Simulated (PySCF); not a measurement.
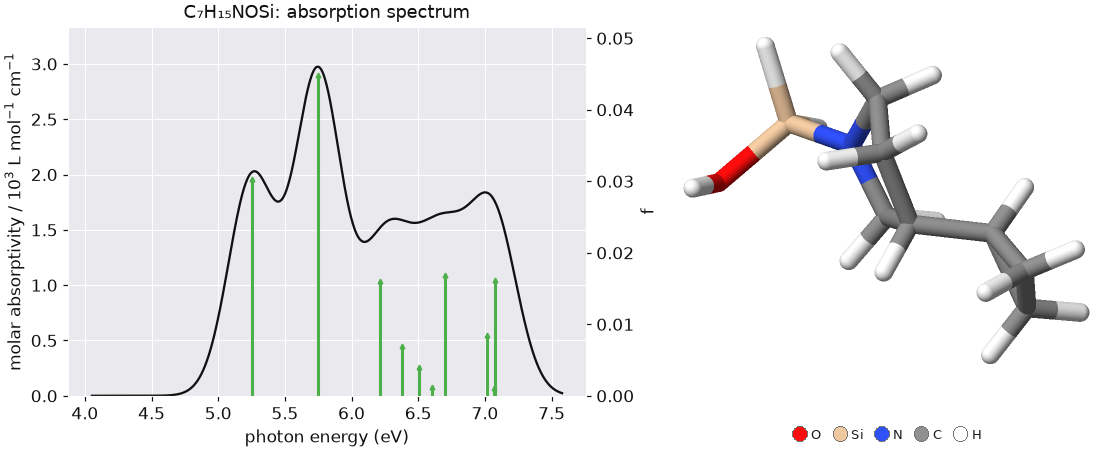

Computed absorption of C₇H₁₅NOSi, SMILES O[SiH2]N1CC[C@H](C2CC2)C1. Vertical TDDFT excitations, B3LYP/def2-SVPD with PySCF, at a PBE0-D3(BJ)/def2-SVP geometry (no frequency check), gas phase. Only the first 10 singlet excitations are included; each is broadened by a Gaussian of 1/e half-width 0.25 eV. Sticks give oscillator strengths (right axis).

### Which of the computed transitions is the brightest, and what character does the calculation give it?

S2 at 5.75 eV (216 nm), f = 0.045, mainly HOMO → LUMO+1 (94 %).

### Where is the maximum of the broadened curve, and how high is it?

At about 5.7 eV (216 nm), with ε near 3000 L mol⁻¹ cm⁻¹.

### List the transitions behind the spectrum.

| state | E (eV) | λ (nm) | f | main character |
| --- | --- | --- | --- | --- |
| S1 | 5.25 | 236 | 0.030 | HOMO → LUMO (99 %) |
| S2 | 5.75 | 216 | 0.045 | HOMO → LUMO+1 (94 %) |
| S3 | 6.22 | 199 | 0.016 | HOMO → LUMO+2 (87 %) |
| S4 | 6.38 | 194 | 0.007 | HOMO → LUMO+3 (91 %) |
| S5 | 6.51 | 190 | 0.004 | HOMO → LUMO+4 (88 %) |
| S6 | 6.60 | 188 | 0.001 | HOMO → LUMO+6 (73 %) |
| S7 | 6.70 | 185 | 0.017 | HOMO → LUMO+5 (71 %) |
| S8 | 7.02 | 177 | 0.008 | HOMO → LUMO+7 (86 %) |
| S9 | 7.07 | 175 | 0.001 | HOMO−1 → LUMO (84 %) |
| S10 | 7.08 | 175 | 0.016 | HOMO → LUMO+8 (79 %) |

Caveats: states above the negative HOMO energy depend on the basis; one conformer of a flexible molecule; core orbitals are frozen in the response.
